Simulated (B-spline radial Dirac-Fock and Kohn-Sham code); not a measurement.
The hydrogen atom in the configuration 1s1. Computed with a radial B-spline solver: Thomson × f² and Klein–Nishina × S on Dirac–Fock densities, without anomalous dispersion.

Before looking at the plot, say what to expect. Its caption: Coherent and incoherent photon scattering cross sections against photon energy, computed at the marked points and joined by straight lines.

Coherent scattering falls from 0.580 b at 1.00 keV to 4.63 × 10⁻⁶ b at 1.00 MeV. Incoherent scattering is largest at 17.5 keV among the points computed (0.609 b), and it overtakes the coherent part between 2.00 keV and 5.00 keV.

The computed plot:

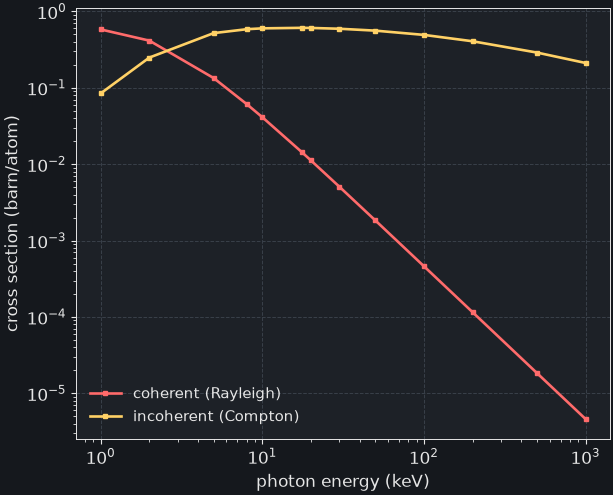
